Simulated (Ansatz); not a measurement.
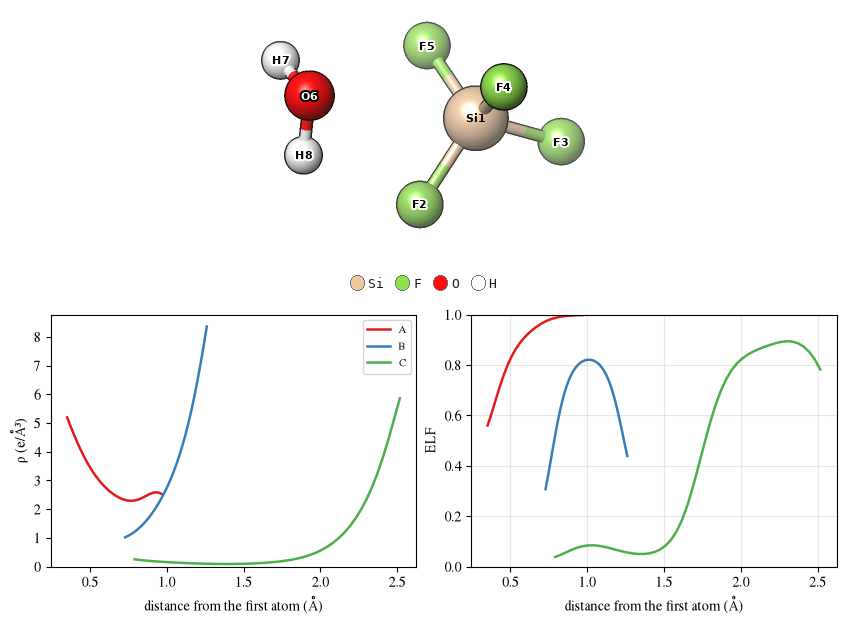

Figure 1: SiF4···H2O. Total electron density and electron localisation function along straight lines between neighbouring atoms. The curves leave out the atomic cores. The structure is drawn too.

Not at a stationary point (largest force 0.8 eV/Å).

These are results of Ansatz 0.2.0, RKS B3LYP-D4/6-31G*, not measurements.

```yaml
atoms:
  - { symbol: Si, position_ang: [0.2756, 0.0671, -0.1137] }
  - { symbol: F, position_ang: [0.1948, 0.0166, 1.4738] }
  - { symbol: F, position_ang: [1.8118, -0.0296, -0.4864] }
  - { symbol: F, position_ang: [-0.2678, 1.4333, -0.6808] }
  - { symbol: F, position_ang: [-0.4417, -1.1890, -0.7530] }
  - { symbol: O, position_ang: [-2.4124, 0.0402, 0.9086] }
  - { symbol: H, position_ang: [-2.7029, -0.8411, 0.6260] }
  - { symbol: H, position_ang: [-1.9082, -0.1271, 1.7388] }
```

### Which curve belongs to which contact (O–H, Si–F and Si–O)? The first atom named is at distance zero.

Curve A: O–H (0.97 Å): the density is about 3.6 e/Å³ at the midpoint; the ELF climbs to about 1 towards the hydrogen, as it does in any bond to H: an ordinary covalent bond to hydrogen. Curve B: Si–F (1.58 Å): ρ at the midpoint is about 1.2 e/Å³; the ELF peaks at about 0.80 in the valence shell of F, 0.6 Å from its nucleus, and is about 0.50 at the midpoint. Curve C: Si1···O6 (2.88 Å): the density falls to about 0.09 e/Å³ on the way; the ELF is about 0.05 at the midpoint.
